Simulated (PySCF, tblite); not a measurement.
# FH₈N₂Si₃ radical, a small gas-phase stand-in for a defect centre (Si site with back bonds F, [H], N([SiH3])[SiH3]): EPR parameters

Wanted: the EPR parameters for `[NH][SiH](F)N([SiH3])[SiH3]`. It is drawn as: nitrogen radical.

Programs: tblite 0.8.0 and PySCF 2.14.0. All values are calculated, for the isolated system unless a continuum is named. Atoms count from 0, parts from 1.

## 1. Starting point

14 atoms, charge 0, multiplicity 2; geometry: distance geometry start.

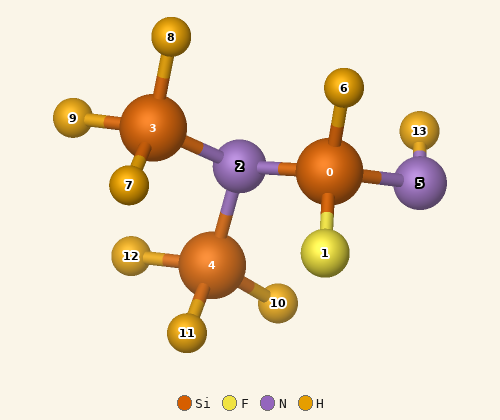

The starting geometry (silicon orange, fluorine yellow, nitrogen purple, hydrogen amber), atoms numbered.

## 2. Geometry optimisation with GFN2-xTB

What the job is given:

```
{"job": {"kind": "relax", "xc": "GFN2-xTB", "basis": "xTB"}, "charge": 0, "multiplicity": 2}
Si     1.227722     0.035883     0.762516
F      0.718253    -0.880702     1.968038
N      0.062865     0.232113    -0.409730
Si    -1.118329     1.300515     0.159882
Si    -0.671936    -1.208489    -0.806473
N      2.599601    -0.700848    -0.040255
H      1.700759     1.339803     1.302503
H     -1.826344     0.824385     1.368877
H     -0.538304     2.635418     0.436106
H     -2.134599     1.544057    -0.921057
H      0.223822    -2.211306    -1.508203
H     -1.426660    -1.852603     0.315507
H     -1.706410    -0.962453    -1.848229
H      2.873834    -0.094721    -0.780794
```

With the program's defaults for keys left out, this is: GFN2-xTB geometry optimisation, gas phase.

The run is started by

```
$ OMP_NUM_THREADS=1 python cluster_run.py task.json out
```

The driver reads the jobs from task.json and runs them one after another.

The log of the run:

```text
step      E/eV     max force
  0    -540.80464    4.616
  1    -541.35050    1.325
  2    -541.43875    1.034
  3    -541.49641    1.012
  4    -541.57604    0.775
  5    -541.63456    0.734
  6    -541.67227    0.442
  7    -541.69680    0.340
  8    -541.71293    0.320
  9    -541.74021    0.543
 10    -541.77799    0.525
 11    -541.81054    0.420
 12    -541.82806    0.359
 13    -541.83679    0.265
 14    -541.84411    0.253
 15    -541.85250    0.293
 16    -541.86002    0.303
 17    -541.86674    0.289
 18    -541.87314    0.167
 19    -541.87707    0.147
 20    -541.87996    0.159
 21    -541.88299    0.161
 22    -541.88546    0.140
 23    -541.88762    0.119
 24    -541.88996    0.128
 25    -541.89268    0.161
 26    -541.89529    0.148
 27    -541.89701    0.091
 28    -541.89786    0.100
 29    -541.89865    0.122
 30    -541.89992    0.139
 31    -541.90159    0.124
 32    -541.90299    0.096
 33    -541.90370    0.049
 34    -541.90411    0.060
 35    -541.90454    0.066
 36    -541.90532    0.086
 37    -541.90647    0.115
 38    -541.90767    0.107
 39    -541.90847    0.061
 40    -541.90888    0.048
 41    -541.90922    0.054
 42    -541.90976    0.059
 43    -541.91070    0.085
 44    -541.91222    0.106
 45    -541.91433    0.117
 46    -541.91675    0.132
 47    -541.91936    0.143
 48    -541.92141    0.215
 49    -541.92440    0.186
 50    -541.92909    0.190
 51    -541.93662    0.213
 52    -541.94501    0.269
 53    -541.94835    0.235
 54    -541.95370    0.142
 55    -541.95660    0.247
 56    -541.96219    0.214
 57    -541.96876    0.281
 58    -541.98097    0.346
 59    -541.98994    0.399
 60    -541.99983    0.255
 61    -541.98832    0.496
 62    -542.00674    0.198
 63    -542.00810    0.322
 64    -542.01111    0.124
 65    -542.01299    0.146
 66    -542.01440    0.124
 67    -542.01597    0.148
 68    -542.01669    0.079
 69    -542.01713    0.054
 70    -542.01757    0.067
 71    -542.01804    0.065
 72    -542.01847    0.054
 73    -542.01888    0.066
 74    -542.01921    0.053
 75    -542.01944    0.049
 76    -542.01959    0.034
 77    -542.01969    0.033
 78    -542.01980    0.032
 79    -542.01990    0.038
 80    -542.02000    0.034
 81    -542.02007    0.019
 82    -542.02009    0.016
 83    -542.02011    0.013
 84    -542.02013    0.012
 85    -542.02016    0.017
 86    -542.02020    0.018
 87    -542.02024    0.019
 88    -542.02026    0.019
 89    -542.02027    0.016
 90    -542.02029    0.019
 91    -542.02033    0.026
 92    -542.02038    0.029
 93    -542.02043    0.026
 94    -542.02046    0.014
 95    -542.02047    0.008
 96    -542.02048    0.008
```

Run time: 5.3 s. Hardware: 1 thread of Arm Neoverse V1, shared host.

Relaxation path:

```tsv
step	energy from step 0 (eV)	largest force (eV/Å)
0	0.0000	4.6161
4	-0.7714	0.7749
8	-0.9083	0.3196
12	-1.0234	0.3594
16	-1.0554	0.3032
20	-1.0753	0.1596
24	-1.0853	0.1286
28	-1.0932	0.1003
32	-1.0984	0.0955
36	-1.1007	0.0863
40	-1.1042	0.0477
44	-1.1076	0.1057
48	-1.1168	0.2148
52	-1.1404	0.2694
56	-1.1576	0.2144
60	-1.1952	0.2548
64	-1.2065	0.1231
68	-1.2121	0.0793
72	-1.2138	0.0545
76	-1.2150	0.0338
80	-1.2154	0.0347
84	-1.2155	0.0110
88	-1.2156	0.0187
92	-1.2157	0.0291
96	-1.2158	0.0075
```

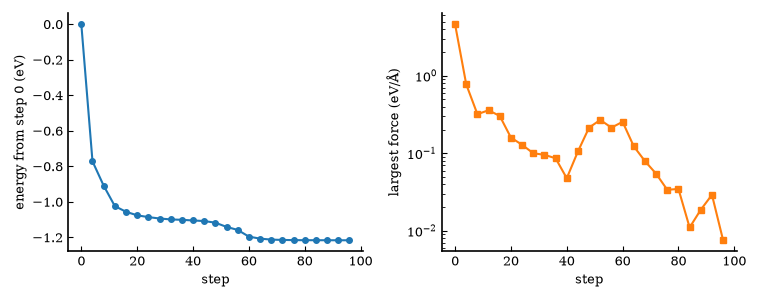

Energy and largest force along the relaxation.

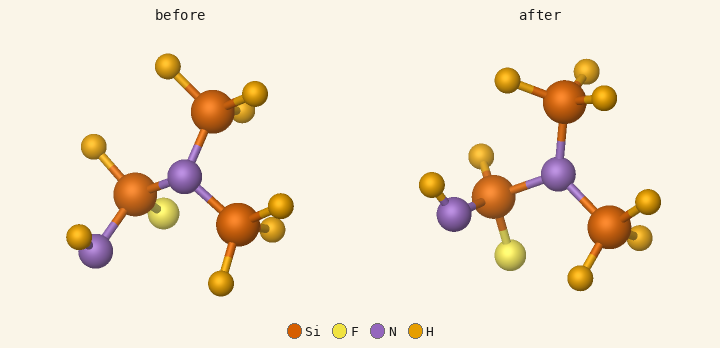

Before and after, at one scale.

Close pairs (by a distance rule), those that changed most:

```tsv
bond	before (Å)	after (Å)	change (Å)
Si0–N2	1.664	1.769	+0.105
Si0–N5	1.752	1.668	-0.084
N2–Si4	1.665	1.749	+0.084
Si4–H10	1.517	1.455	-0.062
N2–Si3	1.691	1.738	+0.047
Si3–H9	1.504	1.459	-0.045
Si0–H6	1.488	1.450	-0.038
Si4–H11	1.498	1.465	-0.033
```

## 3. Relaxing the molecule at PBE0-D3(BJ)/def2-SVP

What the job is given:

```
{"job": {"xc": "PBE0", "basis": "def2-SVP", "d3": "d3bj", "grid": 2, "kind": "geom", "shake": 0.01}, "charge": 0, "multiplicity": 2}
Si     1.318653    -0.171169     0.917177
F      1.398457    -1.679276     1.388723
N     -0.275724    -0.042744     0.064544
Si    -0.958092     1.527500    -0.101175
Si    -0.886394    -1.521176    -0.637962
N      2.358543     0.080605    -0.354860
H      1.178364     0.596320     2.151627
H     -1.763418     1.757897     1.112409
H      0.069645     2.528800    -0.185397
H     -1.827230     1.506814    -1.285000
H      0.195393    -2.257350    -1.239417
H     -1.492694    -2.245287     0.489101
H     -1.916393    -1.087161    -1.616439
H      2.594413     0.991620    -0.688920
```

The log of the run:

```text
step   0  E = -1081.66614253  max force = 0.059541
step   1  E = -1081.68227559  max force = 0.011602
step   2  E = -1081.68311779  max force = 0.006162
step   3  E = -1081.68359823  max force = 0.002419
step   4  E = -1081.68377192  max force = 0.001987
step   5  E = -1081.68384857  max force = 0.001373
step   6  E = -1081.68392867  max force = 0.001155
step   7  E = -1081.68401426  max force = 0.001265
step   8  E = -1081.68410117  max force = 0.001260
step   9  E = -1081.68417145  max force = 0.001366
step  10  E = -1081.68422073  max force = 0.001639
step  11  E = -1081.68427185  max force = 0.001407
step  12  E = -1081.68433937  max force = 0.001294
step  13  E = -1081.68439352  max force = 0.001076
step  14  E = -1081.68443185  max force = 0.000898
step  15  E = -1081.68445162  max force = 0.000926
step  16  E = -1081.68446059  max force = 0.000687
step  17  E = -1081.68446636  max force = 0.000538
step  18  E = -1081.68446973  max force = 0.000390
optimisation converged
```

Run time: 6.5 min. Hardware: 1 thread of Arm Neoverse V1, shared host; peak memory 0.75 GiB.

Relaxation path:

```tsv
step	energy from step 0 (eV)	largest force component (eV/Å)
0	0.0000	3.0617
1	-0.4390	0.5966
2	-0.4619	0.3169
3	-0.4750	0.1244
4	-0.4797	0.1022
5	-0.4818	0.0706
6	-0.4840	0.0594
7	-0.4863	0.0650
8	-0.4887	0.0648
9	-0.4906	0.0702
10	-0.4919	0.0843
11	-0.4933	0.0724
12	-0.4952	0.0665
13	-0.4966	0.0553
14	-0.4977	0.0462
15	-0.4982	0.0476
16	-0.4985	0.0353
17	-0.4986	0.0277
18	-0.4987	0.0201
```

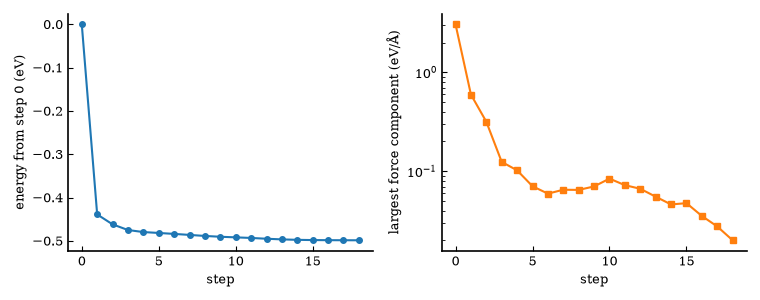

Energy and force, step by step.

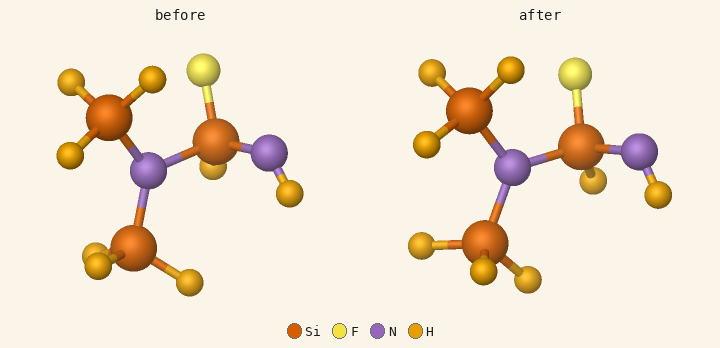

Before and after, at one scale.

Distances of close pairs at the start and the end, largest changes first:

```tsv
bond	before (Å)	after (Å)	change (Å)
Si0–N5	1.662	1.746	+0.084
Si0–N2	1.813	1.730	-0.082
Si3–H8	1.437	1.495	+0.057
Si4–H10	1.440	1.489	+0.049
Si0–F1	1.582	1.621	+0.039
N2–Si3	1.720	1.756	+0.036
N5–H13	0.999	1.027	+0.029
Si0–H6	1.460	1.485	+0.025
```

The final coordinates are the input of the step that follows.

```tsv
at the end point	value
point group (found at 0.08 Å tolerance)	C1
rotational constants (GHz, main isotopes)	2.227, 1.444, 1.068
dipole moment (D)	2.44
⟨S²⟩	0.754
```

## 4. g tensor and hyperfine couplings: B3LYP/IGLO-III+pcH-1

What the job is given:

```
{"job": {"kind": "epr"}, "charge": 0, "multiplicity": 2}
Si     1.369741    -0.018981     0.798472
F      1.594359    -1.481073     1.461631
N     -0.210945    -0.046446     0.094817
Si    -1.153081     1.419171    -0.121234
Si    -0.878133    -1.593138    -0.447542
N      2.542095     0.114469    -0.488895
H      1.495037     0.991516     1.879687
H     -2.492142     1.291362     0.527627
H     -0.393597     2.539072     0.513443
H     -1.357088     1.727675    -1.568191
H      0.172917    -2.405623    -1.120302
H     -1.460310    -2.367025     0.686812
H     -1.968412    -1.264702    -1.415765
H      2.733009     1.079165    -0.786396
```

Level: UKS B3LYP, IGLO-III on F N Si, pcH-1 on H, non-relativistic, mean-field spin-orbit, GIAO.

The log of the run:

```text
UKS, coarse grid
  cycle   1  E = -1082.81055395  |g| = 5.52e-01
  cycle   2  E = -1082.65772879  |g| = 8.79e-01
  cycle   3  E = -1082.91270982  |g| = 8.15e-02
  cycle   4  E = -1082.91438769  |g| = 4.47e-02
  cycle   5  E = -1082.91525104  |g| = 1.66e-02
  cycle   6  E = -1082.91537030  |g| = 5.51e-03
  cycle   7  E = -1082.91538475  |g| = 3.13e-03
  cycle   8  E = -1082.91539111  |g| = 7.01e-04
UKS, final grid
  cycle   1  E = -1082.91546338  |g| = 7.91e-04
  cycle   2  E = -1082.91546335  |g| = 1.20e-03
  cycle   3  E = -1082.91546388  |g| = 1.79e-04
  cycle   4  E = -1082.91546396  |g| = 1.23e-04
  cycle   5  E = -1082.91546406  |g| = 9.96e-05
  cycle   6  E = -1082.91546408  |g| = 4.34e-05
  cycle   7  E = -1082.91546409  |g| = 3.14e-05
  cycle   8  E = -1082.91546409  |g| = 9.00e-06
E = -1082.91546409 Eh   <S^2> = 0.7537 (exact 0.7500)
g shifts (ppm)      1          2          3
  rmc          -202       -202       -202
  gc             -5         45         39
  oz_so         265       1418       7102
  total          58       1261       6939
hyperfine (MHz)  atom isotope    a_iso     a_fc   dipolar eigenvalues
    0  29Si      38.53      38.58     -0.99      0.48      0.52
    1   19F      -4.88      -4.89    -11.57     -8.03     19.61
    2   14N       9.90       9.91     -3.36     -3.26      6.62
    3  29Si       2.72       2.72     -0.47      0.09      0.38
    4  29Si       2.04       2.04     -0.50     -0.01      0.51
    5   14N      26.02      25.93    -40.80    -40.19     80.99
    6    1H       9.35       9.35     -3.85     -2.47      6.31
    7    1H       4.95       4.95     -0.81     -0.56      1.37
    8    1H      -0.31      -0.31     -1.41     -1.06      2.47
    9    1H       1.00       1.00     -1.20     -0.88      2.08
   10    1H       0.02       0.02     -1.88     -1.57      3.45
   11    1H       2.24       2.24     -0.82     -0.72      1.54
   12    1H      -0.06      -0.06     -0.93     -0.76      1.69
   13    1H     -56.28     -56.43    -50.29     -8.14     58.43
```

Wall time 1.9 min (1 thread of Arm Neoverse V1, shared host); peak memory 1.2 GiB.

Principal g values 2.00238, 2.00358, 2.00926; g(iso) = 2.00507, against 2.00232 for a free electron.

Hyperfine couplings, nucleus by nucleus at this fixed geometry (no averaging over rotations):

```tsv
nuclei	isotope	a(iso) (MHz)	a(iso) (G, at g = 2.0023)	largest dipolar term (MHz)
H13	1H	-56.3	-20.1	58.4
Si0	29Si	38.5	13.7	-1.0
N5	14N	26.0	9.3	81.0
N2	14N	9.9	3.5	6.6
H6	1H	9.4	3.3	6.3
H7	1H	5.0	1.8	1.4
F1	19F	-4.9	-1.7	19.6
Si3	29Si	2.7	1.0	-0.5
H11	1H	2.2	0.8	1.5
Si4	29Si	2.0	0.7	0.5
H9	1H	1.0	0.4	2.1
H8	1H	-0.3	-0.1	2.5
H12	1H	-0.1	0.0	1.7
H10	1H	0.0	0.0	3.4
```

Mulliken spin populations:

Si0 -0.01; F1 0.00; N2 0.06; Si3 0.00; Si4 0.00; N5 0.98; H6 0.00; H7 0.00; H8 0.00; H9 0.00; H10 0.00; H11 0.00; H12 0.00; H13 -0.04

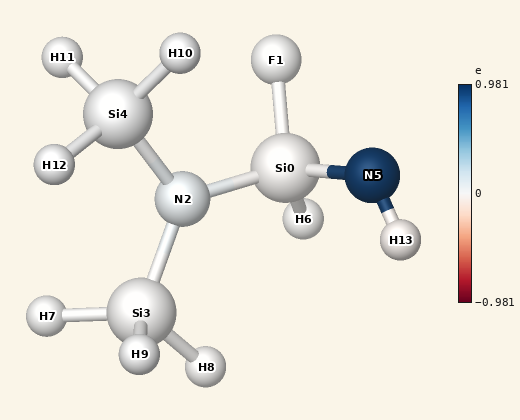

Mulliken spin populations, as colours on the atoms.

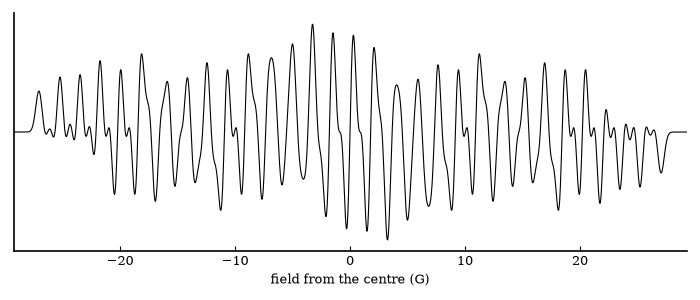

First-order isotropic spectrum (first derivative, main isotopes with spin only, couplings over 0.8 MHz, Gaussian width 0.3 G; couplings of the frozen geometry, rotation of groups not averaged beyond the rows shown).

## 5. g tensor and hyperfine couplings: BHandHLYP/IGLO-III+pcH-1

Settings changed since step 4:

```diff
@@ -1,2 +1,2 @@
-{"job": {"kind": "epr"}, "charge": 0, "multiplicity": 2}
+{"job": {"kind": "epr", "xc": "BHandHLYP"}, "charge": 0, "multiplicity": 2}
 Si     1.369741    -0.018981     0.798472
```

Level: UKS BHandHLYP, IGLO-III on F N Si, pcH-1 on H, non-relativistic, mean-field spin-orbit, GIAO.

The log of the run:

```text
UKS, coarse grid
  cycle   1  E = -1082.65020578  |g| = 4.74e-01
  cycle   2  E = -1082.66817112  |g| = 5.09e-01
  cycle   3  E = -1082.74704521  |g| = 5.33e-02
  cycle   4  E = -1082.74898608  |g| = 2.37e-02
  cycle   5  E = -1082.74944279  |g| = 9.34e-03
  cycle   6  E = -1082.74956075  |g| = 4.18e-03
  cycle   7  E = -1082.74960158  |g| = 1.96e-03
  cycle   8  E = -1082.74961594  |g| = 1.21e-03
  cycle   9  E = -1082.74962284  |g| = 1.01e-03
  cycle  10  E = -1082.74962767  |g| = 7.75e-04
UKS, final grid
  cycle   1  E = -1082.74967711  |g| = 7.12e-04
  cycle   2  E = -1082.74967869  |g| = 7.32e-04
  cycle   3  E = -1082.74967940  |g| = 4.92e-04
  cycle   4  E = -1082.74968344  |g| = 1.28e-04
  cycle   5  E = -1082.74968351  |g| = 4.29e-05
  cycle   6  E = -1082.74968351  |g| = 1.63e-05
E = -1082.74968351 Eh   <S^2> = 0.7547 (exact 0.7500)
g shifts (ppm)      1          2          3
  rmc          -201       -201       -201
  gc            -10         43         37
  oz_so         193       1391       7863
  total         -18       1232       7699
hyperfine (MHz)  atom isotope    a_iso     a_fc   dipolar eigenvalues
    0  29Si      44.78      44.83     -0.90      0.29      0.61
    1   19F      -5.09      -5.08     -9.29     -5.48     14.77
    2   14N       9.60       9.60     -2.36     -2.24      4.60
    3  29Si       2.05       2.06     -0.39      0.08      0.31
    4  29Si       1.52       1.52     -0.34     -0.10      0.44
    5   14N      35.04      34.94    -41.18    -40.58     81.76
    6    1H       9.07       9.07     -3.85     -2.73      6.58
    7    1H       2.14       2.14     -0.71     -0.56      1.27
    8    1H      -0.27      -0.27     -1.35     -1.14      2.50
    9    1H      -0.07      -0.07     -1.14     -0.92      2.06
   10    1H      -0.57      -0.57     -1.86     -1.67      3.53
   11    1H       0.57       0.56     -0.78     -0.70      1.48
   12    1H      -0.01      -0.01     -0.87     -0.74      1.62
   13    1H     -65.54     -65.71    -52.39     -8.51     60.90
```

Run time: 1.9 min. Hardware: 1 thread of Arm Neoverse V1, shared host; peak memory 1.3 GiB.

In short: g(iso) 2.00529.

## 6. Side by side: EPR parameters

g, ⟨S²⟩ and isotropic hyperfine couplings (MHz), with basis size and wall time:

```tsv
run	g(iso)	⟨S²⟩	1H H13	29Si Si0	14N N5	14N N2	1H H6	functions	time
B3LYP/IGLO-III+pcH-1	2.00507	0.754	-56.3	38.5	26.0	9.9	9.4	317	1.9 min
BHandHLYP/IGLO-III+pcH-1	2.00529	0.755	-65.5	44.8	35.0	9.6	9.1	317	1.9 min
```

## 7. Summary of results

```
                            quantity                 value
                         point group                    C1
rotational constants (main isotopes)  2.23, 1.44, 1.07 GHz
                      g(iso) (B3LYP)               2.00507
                                ⟨S²⟩    0.754 (exact 0.75)
                      largest a(iso)  1H on H13, -56.3 MHz
```

The start of the PBE0/def2-SVP relaxation was shaken at random by about 0.01 Å, so part of the energy gained, and of the first lengths quoted, undoes that. Relaxing lowered the energy by 0.499 eV in 18 steps; the close pair that moved most is Si0–N5, from 1.662 to 1.746 Å (PBE0/def2-SVP). No frequency check was run at this level, so the end point may be a saddle. N5 carries the largest spin population, 0.98 e. The isotropic g lies 2.8 ppt above the free-electron value. The coupling of 1H on H13 runs from -65.5 (BHandHLYP/IGLO-III+pcH-1) to -56.3 MHz (B3LYP/IGLO-III+pcH-1). A capped cluster stands for the solid here, so long-range fields and strain are missing, and bands or shifts of the capping hydrogens have no counterpart in it.
